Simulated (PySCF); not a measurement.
# [IrI3]+: sextet, from a PBE minimum start

Where does sextet [IrI3]+ go from a PBE minimum start, is the end point a minimum, and what are its modes, charges and moments?

Computed with PySCF 2.14.0. Level: PBE0, basis Ir def2-SVP with ECP60, I def2-SVP with ECP28, scalar-relativistic core potentials, no spin–orbit coupling, density fitting.

## Step 1: Starting geometry

4 atoms, charge 1, spin multiplicity 6.

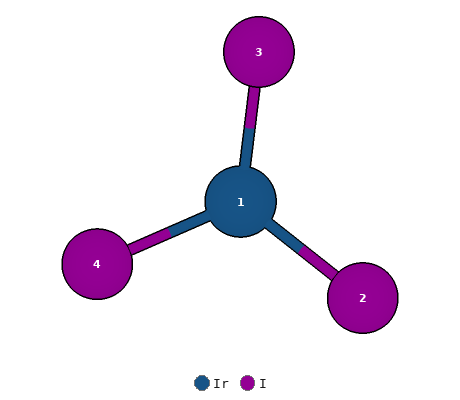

Start geometry, drawn with iridium blue, iodine purple; atoms are numbered from 1 in the order of the file.

```xyz
4
charge 1 multiplicity 6
Ir    0.0000    0.0000   -0.4126
I     2.4987    0.0000    0.2111
I    -1.2493    2.1640    0.2111
I    -1.2494   -2.1639    0.2111
```

## Step 2: Finding the electronic state

The steps below are one call of a driver around PySCF. For each, scf.py gives the equivalent set-up of the SCF; relaxations use the driver's own optimiser. After this first run the driver tries any further starts and a stability analysis.

Contents of scf.py:

```python
from pyscf import gto, scf, dft
mol = gto.M(atom='''
Ir     0.000000     0.000000    -0.412630
I      2.498710    -0.000020     0.211120
I     -1.249330     2.163960     0.211120
I     -1.249380    -2.163930     0.211120''',
    basis={'Ir': 'def2-SVP', 'I': 'def2-SVP'},
    ecp={'Ir': 'def2-SVP', 'I': 'def2-SVP'},
    charge=1, spin=5)
mf = dft.UKS(mol, xc='PBE0')
mf.grids.atom_grid = (50, 194)
aux = {'Ir': 'def2-universal-JKFIT', 'I': 'def2-universal-JKFIT'}
mf = mf.density_fit(auxbasis=aux)
mf.conv_tol = 1e-08
mf.diis_space = 10
mf.max_cycle = 60
mf.init_guess = 'huckel'
mf.verbose = 4
mf.kernel()
```

The run is started by

```sh
$ OMP_NUM_THREADS=4 python axn.py task.json out
```

What it wrote:

```text
init E= -995.768636603422
[... the frontier-level lines of each cycle are left out ...]
cycle= 1 E= -989.621027492104  delta_E= 6.15  |g|= 3.44  |ddm|= 6.19
cycle= 2 E= -950.862674618395  delta_E= 38.8  |g|= 6.91  |ddm|=   16
cycle= 3 E= -993.769604332307  delta_E= -42.9  |g|= 2.32  |ddm|= 13.9
cycle= 4 E= -996.31458946465  delta_E= -2.54  |g|= 1.24  |ddm|= 3.62
cycle= 5 E= -997.124338091092  delta_E= -0.81  |g|= 0.311  |ddm|= 0.996
cycle= 6 E= -997.189346796987  delta_E= -0.065  |g|= 0.0992  |ddm|= 0.481
cycle= 7 E= -997.192320768384  delta_E= -0.00297  |g|= 0.0944  |ddm|= 0.168
cycle= 8 E= -997.195235281541  delta_E= -0.00291  |g|= 0.062  |ddm|= 0.0686
cycle= 9 E= -997.196419034197  delta_E= -0.00118  |g|= 0.0424  |ddm|= 0.0484
cycle= 10 E= -997.197338174844  delta_E= -0.000919  |g|= 0.0175  |ddm|= 0.0487
cycle= 11 E= -997.197555748291  delta_E= -0.000218  |g|= 0.00364  |ddm|= 0.0373
cycle= 12 E= -997.197565155194  delta_E= -9.41e-06  |g|= 0.00101  |ddm|= 0.00612
cycle= 13 E= -997.197566404786  delta_E= -1.25e-06  |g|= 0.000395  |ddm|= 0.00343
cycle= 14 E= -997.197566577127  delta_E= -1.72e-07  |g|= 0.000118  |ddm|= 0.00147
cycle= 15 E= -997.197566587767  delta_E= -1.06e-08  |g|= 4.45e-05  |ddm|= 0.000268
cycle= 16 E= -997.197566590194  delta_E= -2.43e-09  |g|= 1.04e-05  |ddm|= 0.000135
Extra cycle  E= -997.19756658991  delta_E= 2.84e-10  |g|= 2.84e-05  |ddm|= 4.59e-05
converged SCF energy = -997.19756658991  <S^2> = 8.7664725  2S+1 = 6.0054883
```

This step, with its further starts and checks, ran for 29 s (4 threads of Intel Xeon at 2.70GHz, shared host).

Energies from each starting density:

```tsv
start	energy (Eh)
the minimal-basis guess	-997.197567
a thermally smeared density	-997.210495
a smeared PBE density	-997.210495
```

The first run landed in a state that is too high. Following the other starts and the instabilities gains 33.9 kJ/mol (-997.21050 Eh), and the work goes on from there.

## Step 3: Relaxation: PBE minimum start, sextet

The program finds C3v symmetry in the start, which this walk keeps. The walk stops when the largest gradient is under 0.0003 Eh/bohr and the energy has settled too.

Changes to scf.py since step 2:

```diff
@@ -3,4 +3,4 @@
-Ir     0.000000     0.000000    -0.412630
-I      2.498710    -0.000020     0.211120
-I     -1.249330     2.163960     0.211120
-I     -1.249380    -2.163930     0.211120''',
+Ir     0.000000    -0.000000    -0.413944
+I      2.498709    -0.000026     0.209806
+I     -1.249332     2.163959     0.209805
+I     -1.249377    -2.163933     0.209806''',
@@ -17 +16,0 @@
-mf.init_guess = 'huckel'
```

Steps of the walk:

```tsv
step	energy (Eh)	change (kJ/mol)	largest symmetric gradient (Eh/bohr)
0	-997.210495	0.00	0.00763
1	-997.211224	-1.91	0.00235
2	-997.211276	-2.05	0.00023
3	-997.211280	-2.06	0.00012
4	-997.211282	-2.07	0.00002
```

The walk took 41 s.

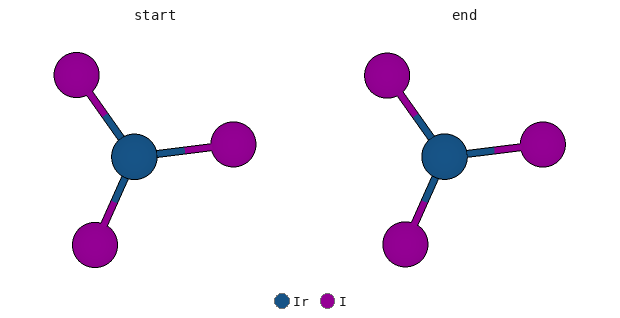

The geometry along the walk, at one scale.

End point (C3v, 4 steps, 2.1 kJ/mol gained): Ir–I 2.544 Å (×3); I–Ir–I 115.3° (×3).

## Step 4: Is it a minimum? Harmonic modes

The point is checked on the finer grid, and tightened if its gradient asks for it. The Hessian and the dipole derivatives come from central differences of analytic gradients, with steps of 0.02 bohr.

Changes to scf.py since step 3:

```diff
@@ -3,4 +3,4 @@
-Ir     0.000000    -0.000000    -0.413944
-I      2.498709    -0.000026     0.209806
-I     -1.249332     2.163959     0.209805
-I     -1.249377    -2.163933     0.209806''',
+Ir     0.000000    -0.000000    -0.355872
+I      2.486219    -0.000026     0.183162
+I     -1.243087     2.153142     0.183162
+I     -1.243132    -2.153116     0.183162''',
@@ -11 +11 @@
-mf.grids.atom_grid = (50, 194)
+mf.grids.atom_grid = (75, 302)
@@ -14 +14 @@
-mf.conv_tol = 1e-08
+mf.conv_tol = 1e-10
```

This SCF starts from the last density.

Log of the central SCF (cycles and frontier levels):

```text
init E= -997.211318631709
[... the frontier-level lines of each cycle are left out ...]
cycle= 1 E= -997.211318631303  delta_E= 4.06e-10  |g|= 2.76e-05  |ddm|= 4.64e-05
cycle= 2 E= -997.21131862483  delta_E= 6.47e-09  |g|= 0.000113  |ddm|= 0.000143
cycle= 3 E= -997.211318631593  delta_E= -6.76e-09  |g|= 1.59e-05  |ddm|= 0.000111
cycle= 4 E= -997.211318631768  delta_E= -1.75e-10  |g|= 3.83e-07  |ddm|= 2.36e-05
cycle= 5 E= -997.211318631769  delta_E= -9.09e-13  |g|= 2.31e-07  |ddm|= 3.9e-06
Extra cycle  E= -997.211318631766  delta_E= 2.73e-12  |g|= 8.06e-07  |ddm|= 1.12e-06
converged SCF energy = -997.211318631766  <S^2> = 8.7671643  2S+1 = 6.0057187
```

The whole step took 2 min.

Geometry: C3v; Ir–I 2.544 Å (×3); I–Ir–I 115.6° (×3).

Harmonic modes (main isotopes):

| symmetry | ω (cm⁻¹) | IR (km/mol) | μ (u) |
| --- | --- | --- | --- |
| e | 47 | 0.2 | 134.64 |
| a1 | 49 | 0.0 | 157.56 |
| a1 | 182 | 0.0 | 131.18 |
| e | 205 | 3.1 | 151.57 |

μ is the mass of the mode for normalised Cartesian displacements, not the reduced mass of the usual diatomic formula.

Every mode is real; the point is a minimum.

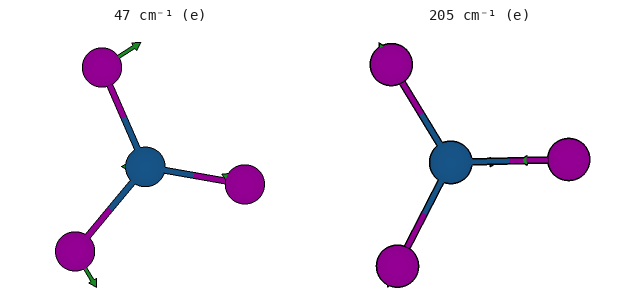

Displacements of 2 of the modes, as arrows (one member where a mode is degenerate).

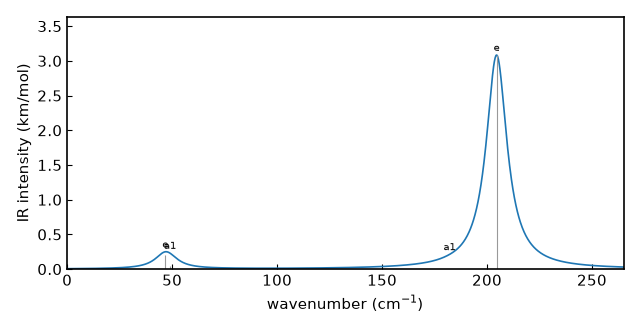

The harmonic infrared spectrum (widths in cm⁻¹). Lines are broadened to a width of 12 cm⁻¹ (Lorentzian).

Properties at this point:

| Property | Result |
| --- | --- |
| Dipole moment about the centre of mass | 0.27 D |
| Highest occupied level | -11.66 eV |
| Lowest empty level | -10.02 eV |
| Rotational constants | 0.01389, 0.01389, 0.007163 cm⁻¹ |
| Zero-point energy | 4.4 kJ/mol |
| Principal polarisabilities | 64.2, 197.3, 197.3 bohr³ |
| Principal traceless quadrupole moments about the centre of mass | -12.45, 6.22, 6.22 D Å |
| Entropy at 298.15 K and 1 bar (electronic part: spin only) | 422.6 J/(mol K) |
| Heat capacity Cp at 298.15 K | 81.2 J/(mol K) |
| Enthalpy at 298.15 K above 0 K | 20.99 kJ/mol |
| Rotational symmetry number | 3 |
| Spin squared ⟨S²⟩ | 8.767 |

Populations by atom (charges in e):

```
  atom  Mulliken  Löwdin  polar tensor  spin (Mulliken)  Mayer order to Ir1
   Ir1      0.34   -0.53          0.53             2.29                   –
I2,3,4      0.22    0.51          0.16             0.90                1.29
```

Mulliken populations on Ir1 (outside its core potential): s 2.70, p 6.32, d 7.62, f 0.02.

## Step 5: Summary of results

| quantity | value |
| --- | --- |
| minimum | sextet, C3v |
| geometry | Ir–I 2.544 Å (×3); I–Ir–I 115.6° (×3) |
| wavenumbers (cm⁻¹) | 47 (e), 49 (a1), 182 (a1), 205 (e) |
| dipole moment (centre of mass) | 0.27 D |
| highest occupied, lowest empty level (either spin) | -11.66, -10.02 eV |
| polar-tensor charge of Ir1 | +0.53 e |
| zero-point energy | 4.4 kJ/mol |
| entropy at 298.15 K | 422.6 J/(mol K) |
| ⟨S²⟩ | 8.767 |

What this shows: The PBE minimum start keeps its C3v symmetry and ends in a minimum. In the infrared the band at 205 cm⁻¹ (e, stretch) leads. The first SCF alone would have been 34 kJ/mol too high. Only this shape and spin were tried, so other structures or states may lie lower. One determinant may miss the lowest occupation of an open d or f shell. With an element this heavy the missing spin–orbit coupling can shift these numbers.

The search up to here took 3.2 min.
